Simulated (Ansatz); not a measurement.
**Geometry relaxation, with input and output: BSiH$_{6}$F (part 1 of 2)**

BSiH$_{6}$F, computed with RKS B3LYP-D4/def2-TZVP (Ansatz 0.2.0).

The input holds or restrains some coordinates. It belongs to a series of runs on one base structure; here: pulled along the bonds that form and break, towards end A.

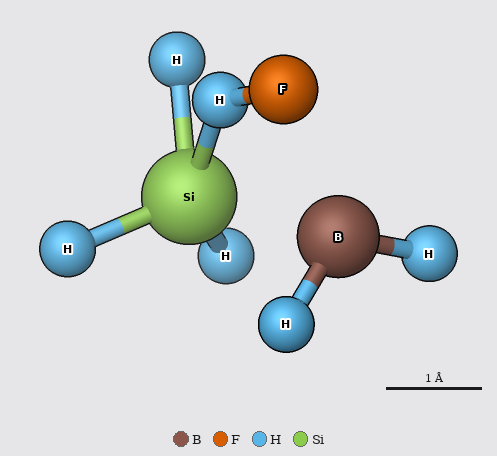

*The input geometry (ball-and-stick view, seen at a tilt).*

Bond lengths as drawn: B–H 1.19 Å, F–H 1.07 Å and H–Si 1.44 to 1.46 Å.

**The input**
```yaml
crystal:
  periodic: [false, false, false]
  atoms:
    - { symbol: B, position_ang: [0.0, 0.0, 0.0] }
    - { symbol: F, position_ang: [0.0, 0.0, 1.67] }
    - { symbol: H, position_ang: [1.0305, 0.0, -0.595] }
    - { symbol: H, position_ang: [-1.0305, 0.0, -0.595] }
    - { symbol: Si, position_ang: [0.094, -2.1331, 0.7095] }
    - { symbol: H, position_ang: [-0.6959, -2.9783, -0.1812] }
    - { symbol: H, position_ang: [1.4817, -2.5871, 0.7061] }
    - { symbol: H, position_ang: [-0.4425, -2.2202, 2.0645] }
    - { symbol: H, position_ang: [0.047, -1.0657, 1.6785] }
basis:
  gaussian: { orbitals: def2-TZVP }
hamiltonian:
  xc: b3lyp
  dispersion: d4
relax:
  f_tol: 0.15
  max_steps: 25
  restrain:
    - { distance: [0, 4], at: 3.15, k: 30.0 }
    - { distance: [8, 1], at: 2.12, k: 30.0 }
    - { distance: [0, 1], at: 1.32, k: 30.0 }
    - { distance: [8, 4], at: 1.46, k: 30.0 }
output:
  orbitals: {}
```

Command:
```bash
ansatz run input.yaml --threads 4 --pin off --max-ram 5120MiB --backend cpu --events-out ev --progress --plain --runs-dir out
```

**Output**
```
The last accepted step is kept in [file] (removed where the run ends without a failure and the disk answers)
Engine: ansatz 0.2.0, aarch64-unknown-linux-gnu
Functional definition: B3LYP
  parameter a0 = 0.2
  parameter ax = 0.72
  parameter ac = 0.81
  exchange = (1 - a0 - ax)*slater_x + ax*b88_x + a0*exact_x
  correlation = (1 - ac)*vwn_rpa_c + ac*lyp_c
850 factors; their error is unknown
mean field evaluation 1: about -11364.6872 eV, gradient 2.8e1 eV
mean field evaluation 2: about -11364.5169 eV, gradient 3.2e1 eV
mean field evaluation 4: about -11366.6480 eV, gradient 2.6e0 eV
mean field evaluation 8: about -11366.6635 eV, gradient 1.7e-2 eV
mean field evaluation 16: about -11366.6933 eV, gradient 2.6e-5 eV
mean field -11366.69331632 eV, -417.7182747535 hartree, gradient 2.6e-5 eV, S^2 0.000000; 0 other end points of the search recorded, 0 dependent functions left out
the calculation of the forces begins
reference -11366.69357354 eV, -417.7182842059 hartree; 17, 17 occupied and 118, 118 virtual orbitals, 850 factors
relax step   1: F+E_penalty+E_count = -11366.90542926 eV  Δ(F+E_penalty+E_count) = +0.000e0 eV  max|allowed force component| = 6.474e0 eV/Å  E_restraint = 30.63250497 eV  max|allowed force component, restraints' pulls added| = 3.585e1 eV/Å  Δτ_max = 0.0000 Å  (27 SCF iters, accepted)
  distance B 0 - Si 4 = 2.2500 Å
  distance H 8 - F 1 = 1.0668 Å
  distance B 0 - F 1 = 1.6700 Å
  distance H 8 - Si 4 = 1.4424 Å
these checks for a lower state are left out or cut short: starts, cluster_reference, orbital_swaps, neighbouring_geometries, increment
850 factors; their error is unknown
mean field -11367.01650522 eV, -417.7301517262 hartree, gradient 1.4e-5 eV, S^2 0.000000; 0 other end points of the search recorded, 0 dependent functions left out
the calculation of the forces begins
reference -11367.01677199 eV, -417.7301615299 hartree; 17, 17 occupied and 118, 118 virtual orbitals, 850 factors
relax step   2: F+E_penalty+E_count = -11367.22273749 eV  Δ(F+E_penalty+E_count) = -3.173e-1 eV  max|allowed force component| = 3.336e0 eV/Å  E_restraint = 14.45454747 eV  max|allowed force component, restraints' pulls added| = 2.583e1 eV/Å  Δτ_max = 0.1985 Å  (35 SCF iters, accepted)
  distance B 0 - Si 4 = 2.5847 Å
  distance H 8 - F 1 = 1.3630 Å
  distance B 0 - F 1 = 1.5838 Å
  distance H 8 - Si 4 = 1.4978 Å
these checks for a lower state are left out or cut short: starts, cluster_reference, orbital_swaps, neighbouring_geometries, increment
850 factors; their error is unknown
mean field evaluation 32: about -11367.5787 eV, gradient 2.2e-5 eV
mean field -11367.57873572 eV, -417.7508133160 hartree, gradient 2.2e-5 eV, S^2 0.000000; 0 other end points of the search recorded, 0 dependent functions left out
the calculation of the forces begins
reference -11367.57900205 eV, -417.7508231034 hartree; 17, 17 occupied and 118, 118 virtual orbitals, 850 factors
relax step   3: F+E_penalty+E_count = -11367.78128906 eV  Δ(F+E_penalty+E_count) = -5.586e-1 eV  max|allowed force component| = 2.626e0 eV/Å  E_restraint = 5.14877387 eV  max|allowed force component, restraints' pulls added| = 1.544e1 eV/Å  Δτ_max = 0.1949 Å  (35 SCF iters, accepted)
  distance B 0 - Si 4 = 2.7932 Å
  distance H 8 - F 1 = 1.6794 Å
  distance B 0 - F 1 = 1.4676 Å
  distance H 8 - Si 4 = 1.4695 Å
these checks for a lower state are left out or cut short: starts, cluster_reference, orbital_swaps, neighbouring_geometries, increment
850 factors; their error is unknown
mean field -11368.19528839 eV, -417.7734712087 hartree, gradient 1.3e-5 eV, S^2 0.000000; 0 other end points of the search recorded, 0 dependent functions left out
the calculation of the forces begins
reference -11368.19555384 eV, -417.7734809639 hartree; 17, 17 occupied and 118, 118 virtual orbitals, 850 factors
relax step   4: F+E_penalty+E_count = -11368.39230847 eV  Δ(F+E_penalty+E_count) = -6.110e-1 eV  max|allowed force component| = 2.438e0 eV/Å  E_restraint = 0.82579892 eV  max|allowed force component, restraints' pulls added| = 6.765e0 eV/Å  Δτ_max = 0.1948 Å  (36 SCF iters, accepted)
  distance B 0 - Si 4 = 2.9897 Å
  distance H 8 - F 1 = 1.9503 Å
  distance B 0 - F 1 = 1.3424 Å
  distance H 8 - Si 4 = 1.4514 Å
these checks for a lower state are left out or cut short: starts, cluster_reference, orbital_swaps, neighbouring_geometries, increment
850 factors; their error is unknown
mean field -11369.44889030 eV, -417.8195402292 hartree, gradient 9.5e-6 eV, S^2 0.000000; 0 other end points of the search recorded, 0 dependent functions left out
the calculation of the forces begins
reference -11369.44915898 eV, -417.8195501033 hartree; 17, 17 occupied and 118, 118 virtual orbitals, 850 factors
relax step   5: F+E_penalty+E_count = -11369.63719697 eV  Δ(F+E_penalty+E_count) = -1.245e0 eV  max|allowed force component| = 2.281e0 eV/Å  E_restraint = 0.06203483 eV  max|allowed force component, restraints' pulls added| = 2.281e0 eV/Å  Δτ_max = 0.1946 Å  (34 SCF iters, accepted)
  distance B 0 - Si 4 = 3.1038 Å
  distance H 8 - F 1 = 2.0926 Å
  distance B 0 - F 1 = 1.3322 Å
  distance H 8 - Si 4 = 1.4931 Å
these checks for a lower state are left out or cut short: starts, cluster_reference, orbital_swaps, neighbouring_geometries, increment
850 factors; their error is unknown
mean field -11370.36818616 eV, -417.8533237291 hartree, gradient 2.0e-5 eV, S^2 0.000000; 0 other end points of the search recorded, 0 dependent functions left out
the calculation of the forces begins
reference -11370.36845711 eV, -417.8533336863 hartree; 17, 17 occupied and 118, 118 virtual orbitals, 850 factors
relax step   6: F+E_penalty+E_count = -11370.55238738 eV  Δ(F+E_penalty+E_count) = -9.152e-1 eV  max|allowed force component| = 1.956e0 eV/Å  E_restraint = 0.01848235 eV  max|allowed force component, restraints' pulls added| = 2.112e0 eV/Å  Δτ_max = 0.1928 Å  (27 SCF iters, accepted)
  distance B 0 - Si 4 = 3.1424 Å
  distance H 8 - F 1 = 2.1169 Å
  distance B 0 - F 1 = 1.3381 Å
  distance H 8 - Si 4 = 1.4889 Å
these checks for a lower state are left out or cut short: starts, cluster_reference, orbital_swaps, neighbouring_geometries, increment
850 factors; their error is unknown
mean field -11371.09231826 eV, -417.8799350929 hartree, gradient 2.1e-5 eV, S^2 0.000000; 0 other end points of the search recorded, 0 dependent functions left out
the calculation of the forces begins
reference -11371.09259005 eV, -417.8799450808 hartree; 17, 17 occupied and 118, 118 virtual orbitals, 850 factors
relax step   7: F+E_penalty+E_count = -11371.27433142 eV  Δ(F+E_penalty+E_count) = -7.219e-1 eV  max|allowed force component| = 1.236e0 eV/Å  E_restraint = 0.01250992 eV  max|allowed force component, restraints' pulls added| = 1.236e0 eV/Å  Δτ_max = 0.1922 Å  (28 SCF iters, accepted)
  distance B 0 - Si 4 = 3.1308 Å
  distance H 8 - F 1 = 2.1267 Å
  distance B 0 - F 1 = 1.3368 Å
  distance H 8 - Si 4 = 1.4718 Å
these checks for a lower state are left out or cut short: starts, cluster_reference, orbital_swaps, neighbouring_geometries, increment
850 factors; their error is unknown
mean field evaluation 64: about -11371.3180 eV, gradient 6.6e0 eV
mean field -11371.49618240 eV, -417.8947768263 hartree, gradient 2.0e-5 eV, S^2 0.000000; 0 other end points of the search recorded, 0 dependent functions left out
the calculation of the forces begins
reference -11371.49645600 eV, -417.8947868809 hartree; 17, 17 occupied and 118, 118 virtual orbitals, 850 factors
relax step   8: F+E_penalty+E_count = -11371.67514073 eV  Δ(F+E_penalty+E_count) = -4.008e-1 eV  max|allowed force component| = 5.097e-1 eV/Å  E_restraint = 0.00666880 eV  max|allowed force component, restraints' pulls added| = 6.008e-1 eV/Å  Δτ_max = 0.2000 Å  (27 SCF iters, accepted)
  distance B 0 - Si 4 = 3.1443 Å
  distance H 8 - F 1 = 2.1326 Å
  distance B 0 - F 1 = 1.3303 Å
  distance H 8 - Si 4 = 1.4721 Å
these checks for a lower state are left out or cut short: starts, cluster_reference, orbital_swaps, neighbouring_geometries, increment
850 factors; their error is unknown
mean field -11371.58479107 eV, -417.8980331349 hartree, gradient 7.3e-6 eV, S^2 0.000000; 0 other end points of the search recorded, 0 dependent functions left out
the calculation of the forces begins
reference -11371.58506446 eV, -417.8980431816 hartree; 17, 17 occupied and 118, 118 virtual orbitals, 850 factors
relax step   9: F+E_penalty+E_count = -11371.76295791 eV  Δ(F+E_penalty+E_count) = -8.782e-2 eV  max|allowed force component| = 6.113e-1 eV/Å  E_restraint = 0.00694437 eV  max|allowed force component, restraints' pulls added| = 1.096e-1 eV/Å  Δτ_max = 0.1302 Å  (28 SCF iters, accepted)
```

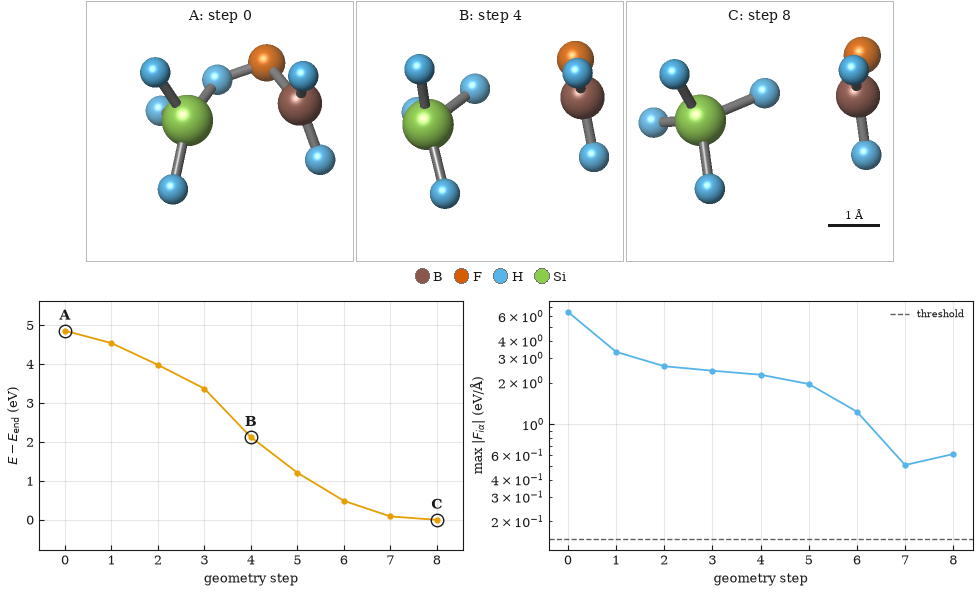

*Frames of the restrained relaxation (ball-and-stick view, seen at a tilt) above the curves, on which the letters mark them (the first geometry is step 0 here and step 1 in the log).*

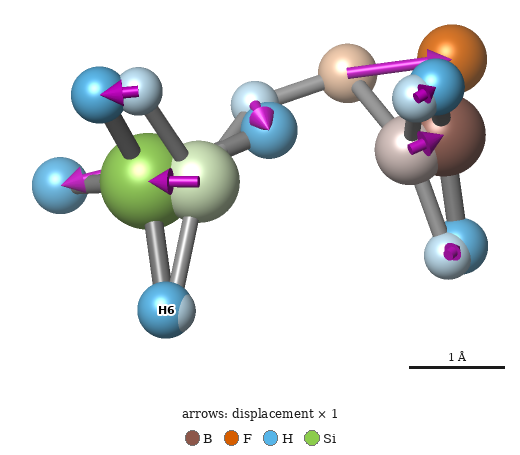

*Start (faint) and end (solid) with the displacements as pink arrows, at true length (ball-and-stick view, seen at a tilt). The two geometries are laid on each other by the best rigid fit.*

The atom that moves furthest after the best rigid fit is F2 (1.12 Å). By element the largest moves are F 1.12 Å, H 0.96 Å, Si 0.55 Å, B 0.41 Å. Distances before and after: F2–H9 1.067 → 2.137 Å, B1–F2 1.670 → 1.324 Å, Si5–H9 1.442 → 1.472 Å, Si5–H6 1.460 → 1.480 Å. Bonds break: F2–H9 (1.07 → 2.14 Å). Among the angles that change: H8–Si5–H9 53.7° → 106.4°, H6–Si5–H9 145.1° → 110.8°, H7–Si5–H9 105.2° → 108.5°. The energy falls by 4.858 eV in 8 geometry steps. The largest force component goes from 6.5 to 0.61 eV/Å. (Atoms are counted from 1 in the order of the input.)

```
  distance B 0 - Si 4 = 3.1547 Å
  distance H 8 - F 1 = 2.1368 Å
  distance B 0 - F 1 = 1.3242 Å
  distance H 8 - Si 4 = 1.4718 Å
850 factors; their error is unknown
mean field -11371.58479107 eV, -417.8980331349 hartree, gradient 2.8e-5 eV, S^2 0.000000; 1 other end points of the search recorded, 0 dependent functions left out
the calculation of the forces begins
reference -11371.58506446 eV, -417.8980431815 hartree; 17, 17 occupied and 118, 118 virtual orbitals, 850 factors
Total energy: -11371.76323129 eV, -417.9045906920 hartree
Atom 0 at    -0.011699     0.406724     0.026273 Å, force     0.007516     0.008639    -0.267202 eV/Å
Atom 1 at     0.008856     1.021840     1.198778 Å, force    -0.019973     0.611328     0.214147 eV/Å
Atom 2 at     1.024354     0.251144    -0.547426 Å, force     0.017901    -0.056708     0.027859 eV/Å
Atom 3 at    -1.066672     0.171984    -0.478145 Å, force    -0.040171    -0.004643     0.022081 eV/Å
```
